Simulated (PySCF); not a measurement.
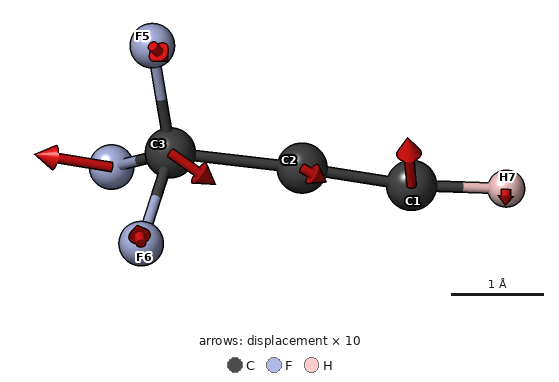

A relaxation of C3HF3. The starting structure is drawn; red arrows show the displacements, 10 times their true length. The two geometries are superimposed by the best rigid fit.

A ball-and-stick model, seen at a tilt.

The start comes from MMFF94s. Its atoms were then displaced at random by about 0.03 Å.

The calculation used PBE0-D3(BJ)/def2-SVP geometry optimisation, gas phase in PySCF. 

> What did the optimiser do to the structure, and how much energy did it gain?

Over 7 geometry steps the energy falls by 0.350 eV. The atom that moves furthest after the best rigid fit is an F atom (0.091 Å). By element the largest moves are F 0.091 Å, C 0.070 Å, H 0.019 Å. Among the contacts that change: C–C 1.261 → 1.207 Å, C–F 1.362 → 1.331 Å, C–F 1.303 → 1.332 Å, C–C 1.494 → 1.469 Å. Bond angles that change, for instance: C–C–H 171.9° → 180.0°, C–C–F 104.6° → 111.0°, F–C–F 113.6° → 107.9°. The run took 21 s on 1 thread of AMD EPYC 7R43 64-Core Processor (shared host).
